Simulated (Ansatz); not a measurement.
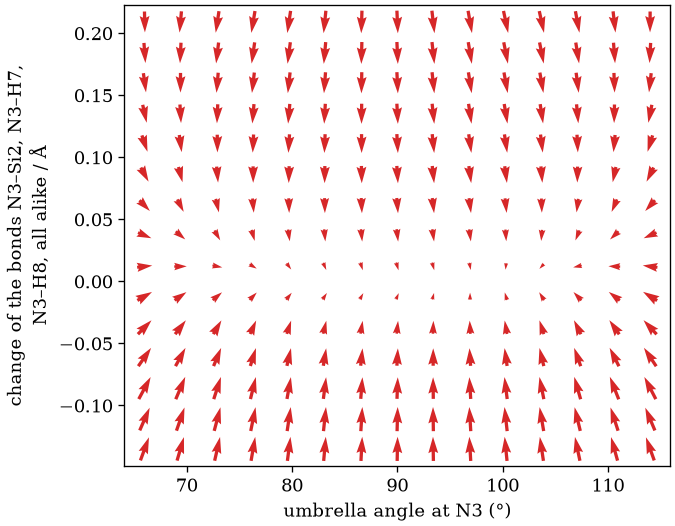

H₅N₂Si, SMILES [NH][SiH2]N, spin multiplicity 2. First axis: umbrella angle at N3 (between each of its bonds and their common axis; 90 is planar). Second axis: change of the bonds N3–Si2, N3–H7, N3–H8, all alike. Nothing is relaxed (all other coordinates rigid). The scan uses a 15 × 15 grid. Points are written as (first, second). Level of theory: UHF/def2-TZVP in Ansatz.

The picture shows arrows along the force (downhill), their lengths compressed.

> The arrows alone are given. Where is the energy lowest?

The arrows converge at about (98°, 0.000 Å) (read from the interpolated surface).

The energy map of the same scan:

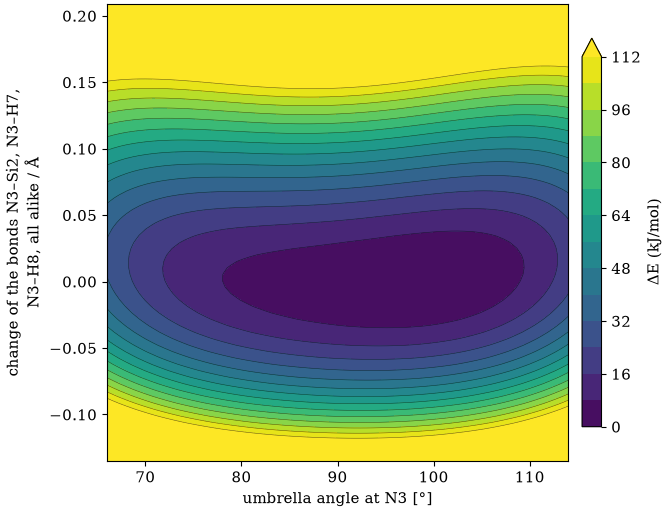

Energies are in kJ/mol, from the relaxed molecule at the same level; between grid points the surface is interpolated.
